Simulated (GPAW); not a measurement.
## MoSi2As4 monolayer: work function by functional and basis

Aim: the work function of both faces of MoSi2As4 monolayer, and its spread over functionals and bases. Where a layer proves gapped, the work function hangs on where the smearing puts the Fermi level, and the band edges take its place.

Calculated with GPAW 26.7.0; GPAW, PAW setups; layer in a repeated cell with vacuum, relaxation of atoms and in-plane cell, in the first sound run; inputs show where later runs differ.

**1. The structure**

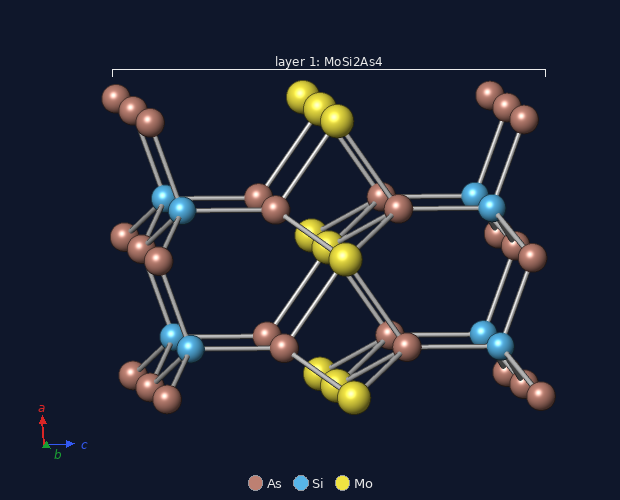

The cell as given, from the side, with the c axis across the page (arsenic pink, silicon blue, molybdenum yellow). 2×2×1 cells are drawn. Bonds to atoms that aren't drawn are left out. Some periodic images of atoms are drawn too.

The cell holds 7 atoms: 4 As, 2 Si and 1 Mo. Cell: a = 3.630 Å, b = 3.630 Å, c = 24.910 Å, α = 90.0°, β = 90.0°, γ = 120.0°. Vacuum lies along c.

**2. Relaxing the atoms**

The atoms are relaxed first, since the surface dipole, and with it the work function, follows the positions of the outer layers.

run.py reads:

```python
import json
import numpy as np
from ase import Atoms
from ase.filters import FrechetCellFilter
from ase.optimize import BFGS
from gpaw import GPAW, PW

slab = Atoms(
    ['As', 'Si', 'As', 'Mo', 'As', 'Si', 'As'],
    positions=[
        [0.00000, 0.00000, 8.00000],
        [-0.00000, 2.09578, 8.76197],
        [-0.00000, 2.09578, 10.99197],
        [0.00000, 0.00000, 12.45513],
        [-0.00000, 2.09578, 13.91829],
        [-0.00000, 2.09578, 16.14829],
        [0.00000, 0.00000, 16.91026]],
    cell=[[3.63, 0.0, 0.0], [-1.815, 3.14367, 0.0], [0.0, 0.0, 24.9103]],
    pbc=[True, True, True])

slab.calc = GPAW(mode=PW(600), xc='PBE', kpts={'size': (9, 9, 1), 'gamma': True},
                 occupations={'name': 'fermi-dirac', 'width': 0.05}, nbands='200%',
                 convergence={'density': 1e-05}, maxiter=200,
                 symmetry={'tolerance': 1e-3}, txt='slab.txt')
result = {}
# The in-plane cell is free; stress needs a cell that repeats along all three vectors
path = []
opt = BFGS(FrechetCellFilter(slab, mask=[1, 1, 0, 0, 0, 1]), maxstep=0.2)
opt.attach(lambda: path.append((slab.get_potential_energy(), slab.positions.tolist(), slab.get_forces().tolist())))
result['relaxed'] = bool(opt.run(fmax=0.02, steps=45))
result['path'] = path
result['cell'] = slab.cell.tolist()
print('in-plane lattice', slab.cell.cellpar().round(4)[[0, 1, 5]])
energy = slab.get_potential_energy()
fermi = slab.calc.get_fermi_level()
v = slab.calc.get_electrostatic_potential().mean((0, 1)) - fermi
n = slab.calc.get_pseudo_density().mean((0, 1))
L = slab.cell[2, 2]
z = np.arange(len(v)) * L / len(v)
low, high = slab.positions[:, 2].min(), slab.positions[:, 2].max()
below, above = np.interp([low - 5.8, high + 5.8], z, v)
slopes = [np.interp(x, z, np.gradient(v, z)) for x in (low - 5.8, high + 5.8)]
eps = np.array([[slab.calc.get_eigenvalues(k, s) for k in range(len(slab.calc.get_ibz_k_points()))]
                for s in range(slab.calc.get_number_of_spins())]) - fermi
top, bottom = eps[eps < 0].max(), eps[eps > 0].min()
dipole = slab.get_dipole_moment()[2]
print(f'energy {energy:.4f} eV, Fermi level {fermi:.4f} eV, dipole {dipole:.5f} e A')
print(f'potential 5.8 A off the faces, from the Fermi level: lower {below:.4f} eV, upper {above:.4f} eV')
print(f'slope of the potential there: lower {slopes[0]:.5f}, upper {slopes[1]:.5f} eV/A')
print(f'nearest levels on the mesh: {top:.4f} and {bottom:.4f} eV')
print('magnetic moment', round(slab.get_magnetic_moment(), 3))
result.update(energy=energy, fermi=fermi, dipole=dipole, below=below, above=above, slopes=slopes, edges=[top, bottom],
              z=z.tolist(), v=v.tolist(), n=n.tolist(), positions=slab.positions.tolist(),
              forces=slab.get_forces(apply_constraint=False).tolist(), moments=slab.get_magnetic_moments().tolist())
json.dump(result, open('result.json', 'w'))
```

The run is started by

```sh
> OMP_NUM_THREADS=1 OPENBLAS_NUM_THREADS=1 python run.py
```

What it wrote:

```text
Step          Energy          fmax
BFGS:    0      -39.934114        3.364297
BFGS:    1      -40.350002        2.866184
BFGS:    2      -41.064827        1.311012
BFGS:    3      -41.114588        0.983110
BFGS:    4      -41.311920        0.794960
BFGS:    5      -41.418554        0.601043
BFGS:    6      -41.462808        0.343583
BFGS:    7      -41.473051        0.381743
BFGS:    8      -41.483795        0.383094
BFGS:    9      -41.497191        0.328892
BFGS:   10      -41.510606        0.308135
BFGS:   11      -41.520248        0.265100
BFGS:   12      -41.523942        0.122752
BFGS:   13      -41.524717        0.027195
BFGS:   14      -41.524801        0.006105
in-plane lattice [  3.6106   3.6106 120.    ]
energy -41.5248 eV, Fermi level 1.2683 eV, dipole -0.00099 e A
potential 5.8 A off the faces, from the Fermi level: lower 4.5868 eV, upper 4.5886 eV
slope of the potential there: lower -0.00058, upper -0.00051 eV/A
nearest levels on the mesh: -0.3810 and 0.3761 eV
magnetic moment 0.0
```

It took 55 min on 1 thread of Arm Neoverse N1, shared host; peak memory 0.63 GiB.

Numbers from this step:

| Property | Result |
| --- | --- |
| dipole along the normal | -9.92e-4 e·Å |
| levels nearest the Fermi level on the mesh | -0.3810, 0.3761 eV from the Fermi level |

The electrostatic potential energy of an electron (without an applied field's), less the Fermi level, planar mean oscillates, so the rows of the table below give means over windows of 2.5 Å about each position, cut where the curve ends. Its maxima inside the range that stand out by 2 % of the span (Å: eV): 8.1: -9.80, 9.8: 1.62, 11.7: -5.93, 13.2: -5.93, 15.1: 1.63, 16.8: -9.80. Its minima: 7.5: -14.9, 8.6: -11.8, 11.0: -13.5, 12.5: -17.2, 13.9: -13.5, 16.3: -11.8, 17.4: -14.9.

The electrostatic potential energy of an electron (without an applied field's), less the Fermi level, planar mean by z; means over each step:

| z (Å) | electrostatic potential energy of an electron (without an applied field's), less the Fermi level, planar mean (eV) |
| --- | --- |
| 0.0 | 4.59 |
| 2.5 | 4.59 |
| 5.0 | 4.37 |
| 7.5 | -8.13 |
| 10.0 | -4.62 |
| 12.5 | -10.1 |
| 15.0 | -4.61 |
| 17.5 | -7.62 |
| 20.0 | 4.43 |
| 22.5 | 4.59 |

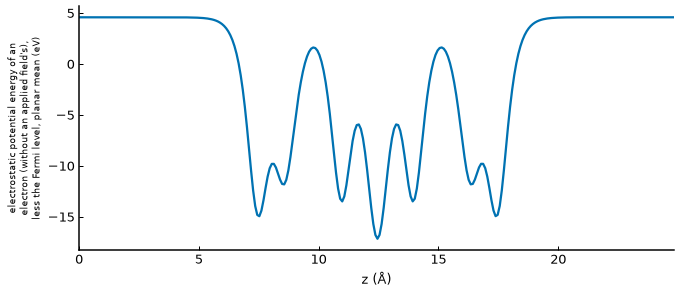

Electrostatic potential energy of an electron (without an applied field's), less the Fermi level, planar mean, plotted against z.

The pseudo valence density, planar mean oscillates, so the rows of the table below give means over windows of 2.5 Å about each position, cut where the curve ends. Its maxima inside the range that stand out by 2 % of the span (Å: e/Å³): 7.1: 0.259, 8.0: 0.399, 10.6: 0.251, 12.5: 1.27, 14.4: 0.251, 17.0: 0.399, 17.8: 0.259. Its minima: 7.4: 0.183, 9.7: 0.130, 10.9: 0.171, 14.0: 0.171, 15.2: 0.130, 17.5: 0.183.

Pseudo valence density, planar mean against z; means over each step:

| z (Å) | pseudo valence density, planar mean (e/Å³) |
| --- | --- |
| 2.5 | 8.5e-6 |
| 5.0 | 0.00935 |
| 7.5 | 0.244 |
| 10.0 | 0.184 |
| 12.5 | 0.622 |
| 15.0 | 0.182 |
| 17.5 | 0.239 |
| 20.0 | 0.00739 |
| 22.5 | 6.6e-6 |

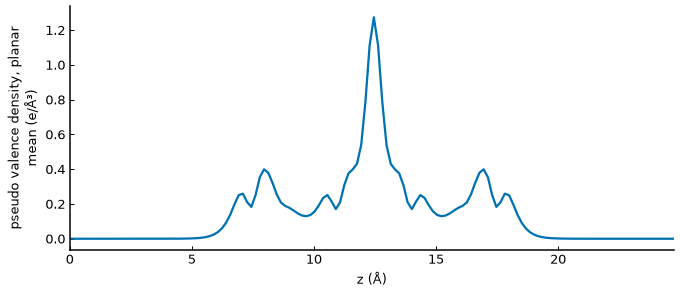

Pseudo valence density, planar mean against z.

The relaxation lowered the energy of the cell by 1.59 eV (energies extrapolated to zero smearing; the optimiser's log prints free energies). The largest force left on a free atom is 0.0061 eV/Å.

**3. Plane waves, PBE**

The work function is the vacuum plateau of the electrostatic potential less the Fermi level; a dipole layer lets the two faces have plateaus of their own.

This step: GPAW, PAW setups; slab in vacuum (GPAW 26.7.0).

The cell differs from the one that the last finished run ended in (c 24.910 → 26.000 Å).

Changes to run.py since step 2:

```diff
@@ -3,4 +3,2 @@
 from ase import Atoms
-from ase.filters import FrechetCellFilter
-from ase.optimize import BFGS
 from gpaw import GPAW, PW
@@ -10,25 +8,18 @@
     positions=[
-        [0.00000, 0.00000, 8.00000],
-        [-0.00000, 2.09578, 8.76197],
-        [-0.00000, 2.09578, 10.99197],
-        [0.00000, 0.00000, 12.45513],
-        [-0.00000, 2.09578, 13.91829],
-        [-0.00000, 2.09578, 16.14829],
-        [0.00000, 0.00000, 16.91026]],
-    cell=[[3.63, 0.0, 0.0], [-1.815, 3.14367, 0.0], [0.0, 0.0, 24.9103]],
-    pbc=[True, True, True])
+        [-0.00000, 0.00000, 8.00000],
+        [0.00000, 2.08460, 9.12704],
+        [0.00000, 2.08460, 11.50288],
+        [0.00000, 0.00000, 12.99980],
+        [0.00000, 2.08460, 14.49672],
+        [0.00000, 2.08460, 16.87256],
+        [-0.00000, 0.00000, 17.99960]],
+    cell=[[3.61064, -0.0, 0.0], [-1.80532, 3.1269, 0.0], [0.0, 0.0, 25.9996]],
+    pbc=[True, True, False])
 
-slab.calc = GPAW(mode=PW(600), xc='PBE', kpts={'size': (9, 9, 1), 'gamma': True},
+slab.calc = GPAW(mode=PW(400), xc='PBE', kpts={'size': (9, 9, 1), 'gamma': True},
                  occupations={'name': 'fermi-dirac', 'width': 0.05}, nbands='200%',
                  convergence={'density': 1e-05}, maxiter=200,
+                 poissonsolver={'dipolelayer': 'xy'},
                  symmetry={'tolerance': 1e-3}, txt='slab.txt')
 result = {}
-# The in-plane cell is free; stress needs a cell that repeats along all three vectors
-path = []
-opt = BFGS(FrechetCellFilter(slab, mask=[1, 1, 0, 0, 0, 1]), maxstep=0.2)
-opt.attach(lambda: path.append((slab.get_potential_energy(), slab.positions.tolist(), slab.get_forces().tolist())))
-result['relaxed'] = bool(opt.run(fmax=0.02, steps=45))
-result['path'] = path
-result['cell'] = slab.cell.tolist()
-print('in-plane lattice', slab.cell.cellpar().round(4)[[0, 1, 5]])
 energy = slab.get_potential_energy()
```

What it wrote:

```text
energy -41.4952 eV, Fermi level 1.0236 eV, dipole -0.00013 e A
potential 5.8 A off the faces, from the Fermi level: lower 4.5873 eV, upper 4.5873 eV
slope of the potential there: lower -0.00005, upper 0.00005 eV/A
nearest levels on the mesh: -0.3810 and 0.3762 eV
magnetic moment 0.0
```

It took 2 min on 1 thread; peak memory 0.25 GiB.

Numbers from this step:

* dipole along the normal: -1.35e-4 e·Å
* levels nearest the Fermi level on the mesh: -0.3810, 0.3762 eV from the Fermi level
* upper work function: 4.587 eV
* lower work function: 4.587 eV
* upper ionisation energy: 4.968 eV

The electrostatic potential energy of an electron (without an applied field's), less the Fermi level, planar mean oscillates, so the rows of the table below give means over windows of 2 Å about each position, cut where the curve ends. Its maxima inside the range that stand out by 2 % of the span (Å: eV): 8.7: -9.78, 10.3: 1.61, 12.2: -5.99, 13.8: -5.99, 15.7: 1.61, 17.3: -9.78. Its minima: 8.0: -15.0, 9.1: -11.8, 11.5: -13.4, 13.0: -17.2, 14.5: -13.4, 16.9: -11.8, 18.0: -15.0.

The electrostatic potential energy of an electron (without an applied field's), less the Fermi level, planar mean by z; means over each step:

| z (Å) | electrostatic potential energy of an electron (without an applied field's), less the Fermi level, planar mean (eV) |
| --- | --- |
| 0 | 4.59 |
| 2 | 4.59 |
| 4 | 4.59 |
| 6 | 4.12 |
| 8 | -8.74 |
| 10 | -3.19 |
| 12 | -10.3 |
| 14 | -10.3 |
| 16 | -3.19 |
| 18 | -8.74 |
| 20 | 4.12 |
| 22 | 4.59 |
| 24 | 4.59 |

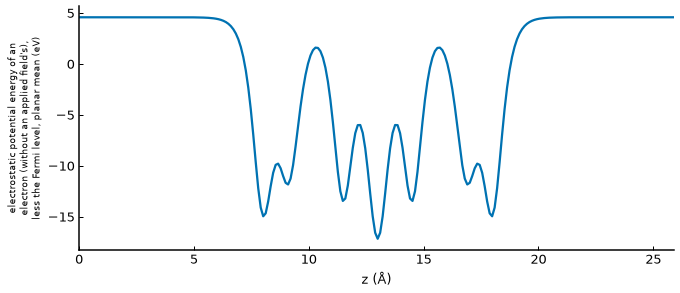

Electrostatic potential energy of an electron (without an applied field's), less the Fermi level, planar mean against z.

The pseudo valence density, planar mean oscillates, so the rows of the table below give means over windows of 2 Å about each position, cut where the curve ends. Its maxima inside the range that stand out by 2 % of the span (Å: e/Å³): 7.6: 0.264, 8.4: 0.394, 11.0: 0.252, 13.0: 1.27, 14.9: 0.252, 17.5: 0.394, 18.4: 0.264. Its minima: 8.0: 0.189, 10.2: 0.130, 11.5: 0.171, 14.5: 0.171, 15.8: 0.130, 18.0: 0.189.

Pseudo valence density, planar mean against z; means over each step:

| z (Å) | pseudo valence density, planar mean (e/Å³) |
| --- | --- |
| 4 | 7.6e-5 |
| 6 | 0.0208 |
| 8 | 0.262 |
| 10 | 0.176 |
| 12 | 0.471 |
| 14 | 0.471 |
| 16 | 0.176 |
| 18 | 0.262 |
| 20 | 0.0208 |
| 22 | 7.6e-5 |

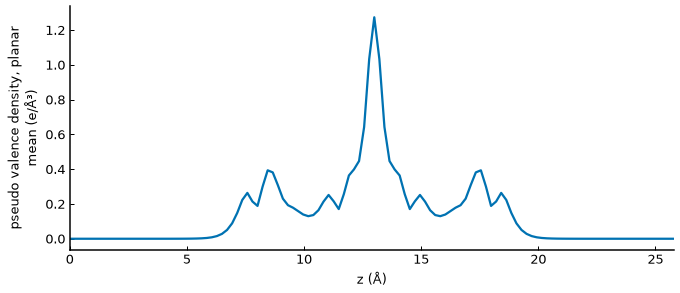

Pseudo valence density, planar mean against z.

The layer is gapped, so the Fermi level lies somewhere inside the gap, set by smearing and numerics, and these work functions are no property of the material; the band edges below the vacuum level are. The potential is flat to 5.2e-5 eV/Å where it is read, so the vacuum is wide enough.

**4. Self-consistent run: xc = "RPBE"**

The same geometry under RPBE, to see how far the functional moves the levels against the vacuum.

Changes to run.py since step 3:

```diff
@@ -18,3 +18,3 @@
 
-slab.calc = GPAW(mode=PW(400), xc='PBE', kpts={'size': (9, 9, 1), 'gamma': True},
+slab.calc = GPAW(mode=PW(400), xc='RPBE', kpts={'size': (9, 9, 1), 'gamma': True},
                  occupations={'name': 'fermi-dirac', 'width': 0.05}, nbands='200%',
```

What it wrote:

```text
energy -38.9721 eV, Fermi level 1.1275 eV, dipole -0.00013 e A
potential 5.8 A off the faces, from the Fermi level: lower 4.4846 eV, upper 4.4846 eV
slope of the potential there: lower -0.00005, upper 0.00005 eV/A
nearest levels on the mesh: -0.3793 and 0.3762 eV
magnetic moment 0.0
```

Elapsed: 2 min, on 1 thread; peak memory 0.25 GiB.

Numbers from this step:

- dipole along the normal: -1.33e-4 e·Å
- levels nearest the Fermi level on the mesh: -0.3793, 0.3762 eV from the Fermi level
- upper work function: 4.485 eV
- lower work function: 4.485 eV
- upper ionisation energy: 4.864 eV

The electrostatic potential energy of an electron (without an applied field's), less the Fermi level, planar mean oscillates, so the rows of the table below give means over windows of 2.5 Å about each position, cut where the curve ends. Its maxima inside the range that stand out by 2 % of the span (Å: eV): 8.7: -9.89, 10.3: 1.50, 12.2: -6.08, 13.8: -6.08, 15.7: 1.50, 17.3: -9.89. Its minima: 8.0: -15.1, 9.1: -11.9, 11.5: -13.5, 13.0: -17.2, 14.5: -13.5, 16.9: -11.9, 18.0: -15.1.

The electrostatic potential energy of an electron (without an applied field's), less the Fermi level, planar mean by z; means over each step:

| z (Å) | electrostatic potential energy of an electron (without an applied field's), less the Fermi level, planar mean (eV) |
| --- | --- |
| 0.0 | 4.48 |
| 2.5 | 4.48 |
| 5.0 | 4.44 |
| 7.5 | -4.97 |
| 10.0 | -4.49 |
| 12.5 | -11.1 |
| 15.0 | -4.91 |
| 17.5 | -9.68 |
| 20.0 | 3.73 |
| 22.5 | 4.48 |
| 25.0 | 4.48 |

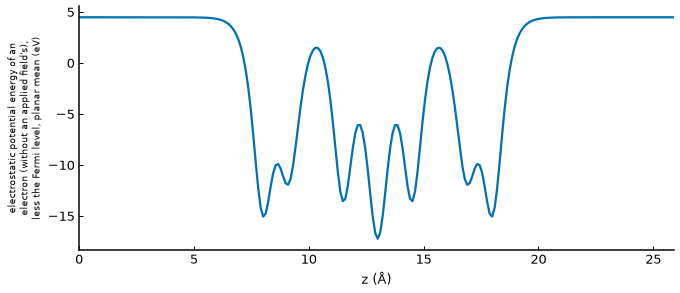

Electrostatic potential energy of an electron (without an applied field's), less the Fermi level, planar mean, plotted against z.

The pseudo valence density, planar mean oscillates, so the rows of the table below give means over windows of 2.5 Å about each position, cut where the curve ends. Its maxima inside the range that stand out by 2 % of the span (Å: e/Å³): 7.6: 0.263, 8.4: 0.393, 11.0: 0.251, 13.0: 1.27, 14.9: 0.251, 17.5: 0.393, 18.4: 0.263. Its minima: 8.0: 0.189, 10.2: 0.130, 11.5: 0.171, 14.5: 0.171, 15.8: 0.130, 18.0: 0.189.

The pseudo valence density, planar mean by z; means over each step:

| z (Å) | pseudo valence density, planar mean (e/Å³) |
| --- | --- |
| 2.5 | 2.2e-6 |
| 5.0 | 0.00207 |
| 7.5 | 0.193 |
| 10.0 | 0.195 |
| 12.5 | 0.590 |
| 15.0 | 0.221 |
| 17.5 | 0.255 |
| 20.0 | 0.0312 |
| 22.5 | 3.2e-5 |

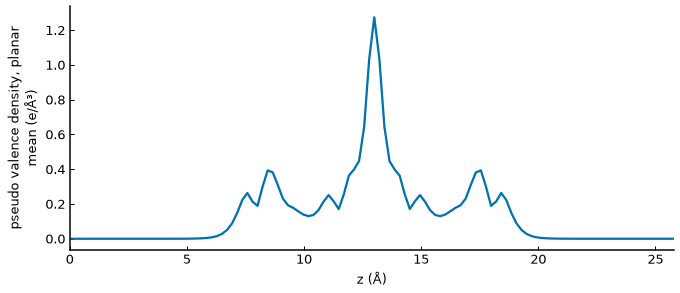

Pseudo valence density, planar mean against z.

Force by atom:

| atom | x (eV/Å) | y (eV/Å) | z (eV/Å) | size |
| --- | --- | --- | --- | --- |
| As1 | 0.000 | 0.000 | -0.137 | 0.137 |
| Si2 | 0.000 | 0.000 | 0.010 | 0.010 |
| As3 | 0.000 | 0.000 | -0.068 | 0.068 |
| Mo4 | 0.000 | 0.000 | 0.000 | 0.000 |
| As5 | 0.000 | 0.000 | 0.068 | 0.068 |
| Si6 | 0.000 | 0.000 | -0.010 | 0.010 |
| As7 | 0.000 | 0.000 | 0.137 | 0.137 |

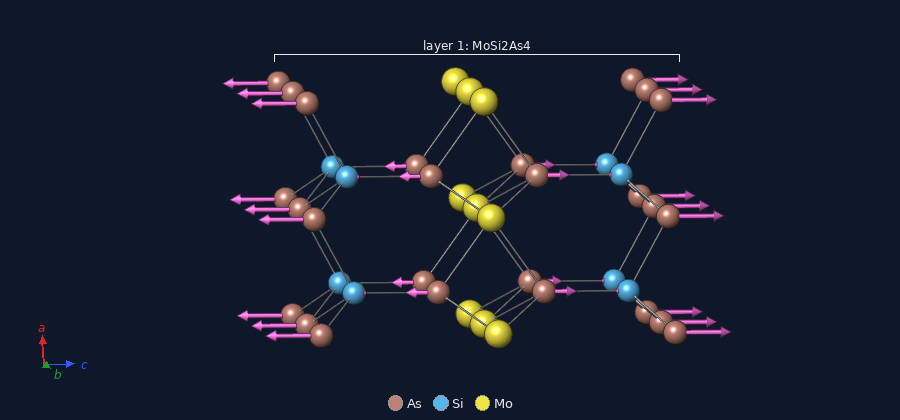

Force as arrows, the longest 0.137 eV/Å. Bonds to atoms that aren't drawn are left out. 2×2×1 cells are drawn. Some periodic images of atoms are drawn too.

The highest filled level lies 0.379 eV under the Fermi level, so the ionisation energy from the upper face is 4.485 + 0.379 = 4.864 eV, against 4.968 eV in the base run.

**5. OptPBE vdW: xc = "optPBE-vdW"**

The same geometry under optPBE-vdW, to see how far the functional moves the levels against the vacuum (the van der Waals functionals take revPBE setups).

Changes to run.py since step 4:

```diff
@@ -18,3 +18,3 @@
 
-slab.calc = GPAW(mode=PW(400), xc='RPBE', kpts={'size': (9, 9, 1), 'gamma': True},
+slab.calc = GPAW(mode=PW(400), xc='optPBE-vdW', kpts={'size': (9, 9, 1), 'gamma': True},
                  occupations={'name': 'fermi-dirac', 'width': 0.05}, nbands='200%',
```

What it wrote:

```text
energy -111.8211 eV, Fermi level 0.9006 eV, dipole -0.00013 e A
potential 5.8 A off the faces, from the Fermi level: lower 4.8129 eV, upper 4.8129 eV
slope of the potential there: lower -0.00006, upper 0.00006 eV/A
nearest levels on the mesh: -0.3843 and 0.3767 eV
magnetic moment 0.0
```

The job ended after 2.4 min (1 thread; peak memory 0.45 GiB).

This step gave:

| Quantity | Value |
| --- | --- |
| levels nearest the Fermi level on the mesh | -0.3843, 0.3767 eV from the Fermi level |
| upper work function | 4.813 eV |
| lower work function | 4.813 eV |
| upper ionisation energy | 5.197 eV |

The highest filled level lies 0.384 eV under the Fermi level, so the ionisation energy from the upper face is 4.813 + 0.384 = 5.197 eV, against 4.968 eV in the base run.

(Part 1 of 2 ends here.)

[Logs are printed without paths, hosts, clocks, repeated set-up lines and the standing remarks that a program may print on its own settings, such as how far it seeks lower states.]

[Hosts, paths, dates, database ids (printed as entryN), source tags and the programs' standing remarks are cut or masked in the printed files.]
